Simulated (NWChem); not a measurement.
**GeH3F (fluorogermane): B3LYP/cc-pVTZ**

Aim: the electronic atomisation energy of GeH3F (fluorogermane) at B3LYP/cc-pVTZ, from 4 runs. 

The results are computed with NWChem 7.3.0.

## (1) The structure to begin with

The species is GeH3F (5 atoms), meant as a singlet with charge 0. SMILES: `[F][GeH3]`. The shape is that of a PBE0-D4/def2-TZVP optimisation.

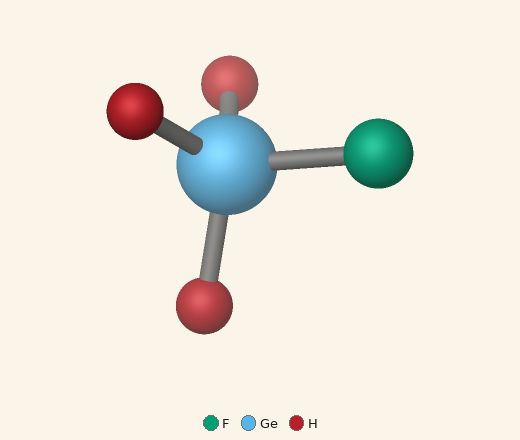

Viewed from a chosen angle; fluorine teal, germanium blue, hydrogen red.

## (2) The energy at B3LYP/cc-pVTZ (run 1)

The input, run.nw:

```
start run
title "FGeH3"
memory stack 880 mb heap 220 mb global 1100 mb

geometry units angstrom noautosym nocenter noautoz
F    -1.046500    0.474300    1.162200
Ge    0.068200   -0.041600   -0.072800
H     1.331000   -0.512000    0.658600
H    -0.627800   -1.178000   -0.831200
H     0.325100    1.183600   -0.958100
end

basis spherical bse
* library cc-pVTZ
end

dft
xc b3lyp
grid fine
convergence energy 1e-08
iterations 100
mulliken
noprint "final vectors analysis"
end

task dft energy
```

Run with:

```sh
$ nwchem run.nw > run.out
```

Standard output:

```text
[...]
          Wavefunction type:  closed shell.
          No. of atoms     :     5
          No. of electrons :    44
[...]
          Charge           :     0
          Spin multiplicity:     1
[...]
          AO basis - number of functions:   115
[...]
              XC Information
              --------------
                         B3LYP Method XC Potential
                     Hartree-Fock (Exact) Exchange  0.200
                        Slater Exchange Functional  0.800 local
                    Becke 1988 Exchange Functional  0.720 non-local
              Lee-Yang-Parr Correlation Functional  0.810
                  VWN I RPA Correlation Functional  0.190 local
[...]
 d= 0,ls=0.0,diis     1  -2178.7349571792 -2.31D+03  7.31D-03  7.09D-01    17.9
[...]
 d= 0,ls=0.0,diis     8  -2178.8007418064  6.14D-09  1.42D-06  1.94D-07    88.9
         Total DFT energy =    -2178.800741806444
      One electron energy =    -3288.280396628225
           Coulomb energy =     1073.483250490622
    Exchange-Corr. energy =      -90.702634782124
 Nuclear repulsion energy =      126.699039113282
[...]
      Total Density - Mulliken Population Analysis
     ---------------------------------------------
    Atom       Charge   Shell Charges
 -----------   ------   -------------------------------------------------------
    1 F    9     9.38   1.94  0.28  1.04  0.65  1.59  2.36  1.52  0.00  0.01  0.00
    2 Ge  32    31.38   2.00  2.01  1.96  0.44  0.71  0.15  6.00  5.81  0.52  1.27  0.23  9.56  0.52  0.14  0.05
    3 H    1     1.08   0.24  0.53  0.28  0.00  0.01  0.00
    4 H    1     1.08   0.24  0.53  0.28  0.00  0.01  0.00
    5 H    1     1.08   0.24  0.53  0.28  0.00  0.01  0.00
[...]
```

It took 89 s on 1 thread of Intel Xeon Platinum 8488C (Sapphire Rapids), shared host; peak memory 0.13 GiB.

## (3) The F atom (run 2)

The input, f.nw:

```
start f
title "F"
memory total 2200 mb
charge 0

geometry units au noautosym nocenter noautoz
   F    0.00000000   0.00000000   0.00000000
end

basis spherical bse
   * library cc-pVTZ
end

dft
   xc b3lyp
   mult 2
   grid fine
   convergence energy 1e-08
   maxiter 100
   mulliken
   print low
end

task dft energy
```

Run the same way, it converges to -99.76287 Eh (log not shown).

## (4) The Ge atom (run 3)

The input, ge.nw:

```
start ge
memory total 2200 mb
charge 0
geometry noautosym nocenter noautoz
Ge    0.000000    0.000000    0.000000
end
basis "ao basis" spherical bse
* library cc-pVTZ
end
dft
xc b3lyp
mult 3
grid fine
convergence energy 1e-08
iterations 100
mulliken
print low
end
task dft energy
```

Run the same way, it converges to -2077.00507 Eh (log not shown).

## (5) The H atom, same level (run 4)

The input, h.nw:

```
echo
start h
memory 2200 mb

geometry noautosym nocenter noautoz
 H        0.000000       0.000000       0.000000
end

basis spherical bse
 H library cc-pVTZ
end

dft
 xc b3lyp
 mult 2
 grid fine
 convergence energy 1e-08
 iterations 100
 mulliken
 print low
end

task dft energy
```

Run the same way, it converges to -0.50216 Eh (log not shown).

## (6) All runs side by side

```
run           level  partner   energy (Eh)  wall time
  1   B3LYP/cc-pVTZ     base  -2178.800742       89 s
  2  UB3LYP/cc-pVTZ    atoms    -99.762866      1.1 s
  3  UB3LYP/cc-pVTZ    atoms  -2077.005071       30 s
  4  UB3LYP/cc-pVTZ    atoms     -0.502156     0.64 s
```

## (7) Results

Level: B3LYP/cc-pVTZ.

| quantity | value |
| --- | --- |
| H atom: total energy | -0.50216 Eh |
| H atom: ⟨S²⟩ | 0.750 |
| electronic atomisation energy | 14.322 eV |

What this shows: Taking the molecule apart into free atoms costs 14.32 eV (330 kcal/mol), before zero-point energy and without spin-orbit coupling. All runs together took 2 min, the longest 89 s.
